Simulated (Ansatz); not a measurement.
**AlH7O4Si: density, localisation and related maps**

```xyz
13

Al   -0.0441    0.3135   -0.1539
O    -1.6740    0.4010    0.3455
O     1.1469    0.5951    1.0696
O     0.6294   -1.5379   -0.2178
O     0.3712    0.6561   -1.7937
Si    0.5728    1.5875   -3.1254
H    -2.4197    0.4397   -0.2531
H     1.0205    1.1818    1.8153
H     1.2990   -1.4080    0.4815
H     1.1072   -1.6309   -1.0550
H     1.4989    2.7353   -2.8653
H     1.1525    0.7681   -4.2366
H    -0.7317    2.1497   -3.6031
```

Geometry: PBE0-D4/def2-SVP.

Level of theory: isolated molecule in a Gaussian basis; Kohn-Sham density functional theory, functional PBE0 (Ansatz 0.2.0).

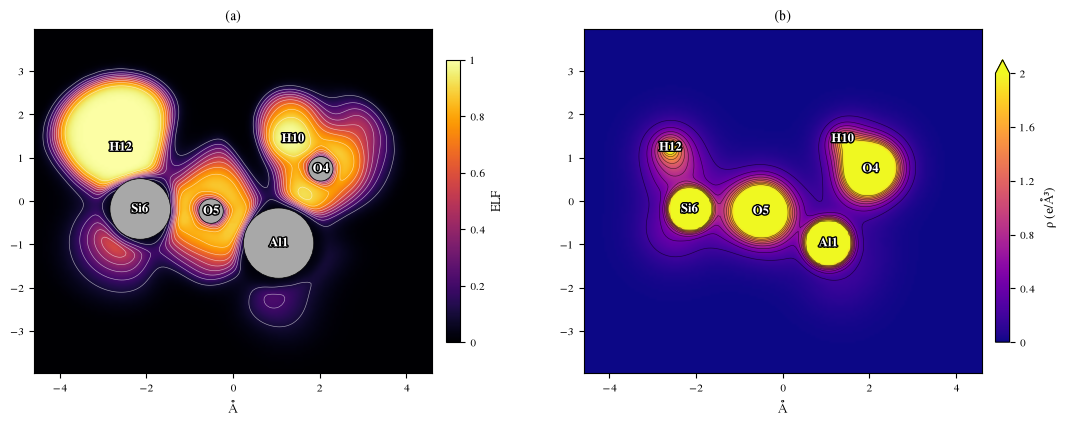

Figure 1. (a) electron localisation function; (b) electron density on the plane of atoms O4, Al1 and O5. Grey discs cover the atomic cores in the ELF map.

Question: What do the fields say about this system?

Answer: The section cuts through Al, O, Si and H sites. Si–O (1.64 Å): ρ is about 1.1 e/Å³ halfway; the ELF peaks at about 0.85 between the atoms (a shared but strongly polarised pair). Al–O (1.73 Å): ρ is about 0.76 e/Å³ halfway; the ELF peaks at about 0.90 in the valence shell of O, 0.7 Å from its nucleus, and is about 0.35 at the midpoint. O–H (0.97 Å): the density is about 3.7 e/Å³ at the midpoint; the ELF climbs to about 1 towards the hydrogen, as it does in any bond to H; a covalent bond by its length. Al–O (1.97 Å): ρ is about 0.45 e/Å³ halfway; the ELF peaks at about 0.90 in the valence shell of O, 0.7 Å from its nucleus, and is about 0.45 at the midpoint. Si–H (1.50 Å): ρ is about 0.76 e/Å³ halfway; the ELF climbs to about 1 towards the hydrogen. The ELF also peaks beside O5 and O4, away from the bonds: lone-pair regions.

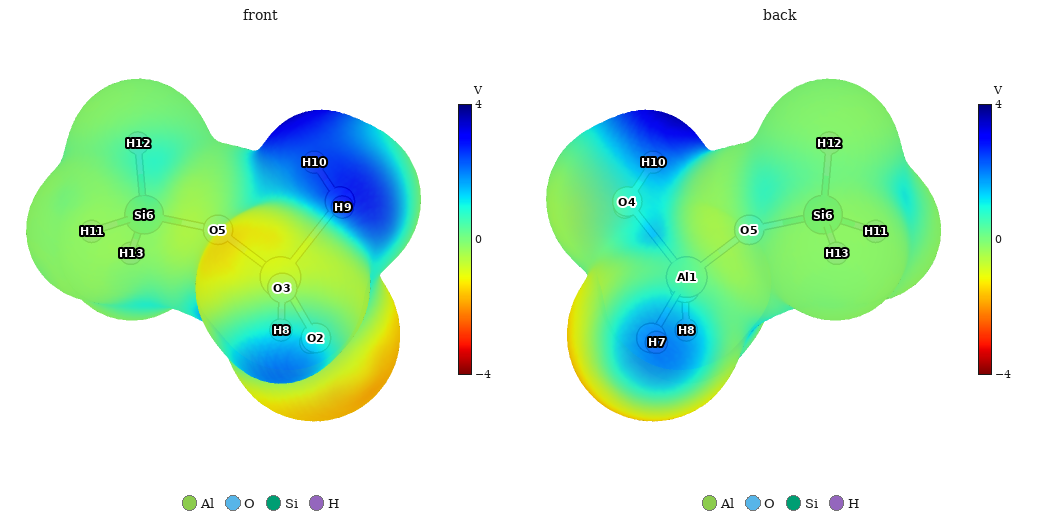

Figure 2. The molecular electrostatic potential painted on the density surface at 0.002 e/bohr³, seen from the front and from behind; the colour scale runs from red (negative) to blue (positive).

Question: Where is the surface potential most negative and most positive?

Answer: The most negative region (about −1.8 V, or −42 kcal/mol for a unit charge) lies over O2, the most positive (about +3.4 V, or +78 kcal/mol for a unit charge) over H10. O2 is the likeliest acceptor of a hydrogen bond.

Question: How polar is the molecule by this calculation?

Answer: Its dipole moment is 2.22 D.
